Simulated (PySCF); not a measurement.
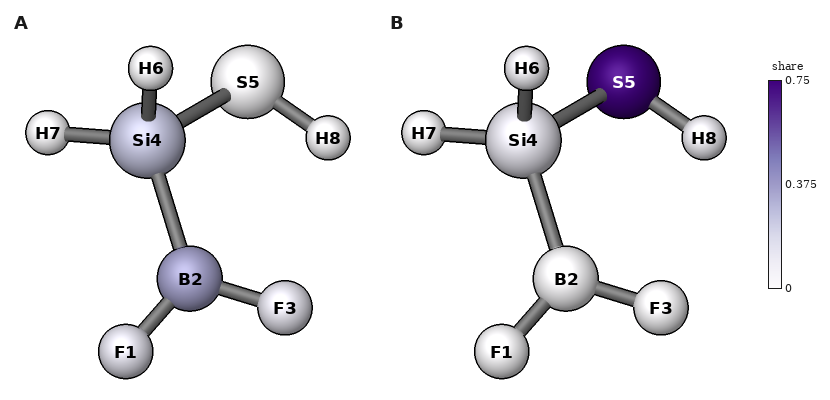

Each panel colours the atoms by their Löwdin share in one orbital (up to four of the largest shares; other atoms are shown as zero). The computed structure is the end point of a GFN2-xTB optimisation. No frequency run is at hand to confirm it as a minimum. Computed with CAM-B3LYP/def2-SVPD (PySCF 2.14.0).

The panels show the HOMO, LUMO, in some order. Which is which?

Answer. A: LUMO, −0.57 eV; B2 0.35, Si4 0.25, F1 0.12, F3 0.11
B: HOMO, −8.86 eV; S5 0.75, Si4 0.11, H8 0.07, H6 0.05

The geometry is semi-empirical. Around B, Si such bond lengths and angles can be off by a tenth of an ångström or more and by several degrees, and values that hang on the shape move with them.
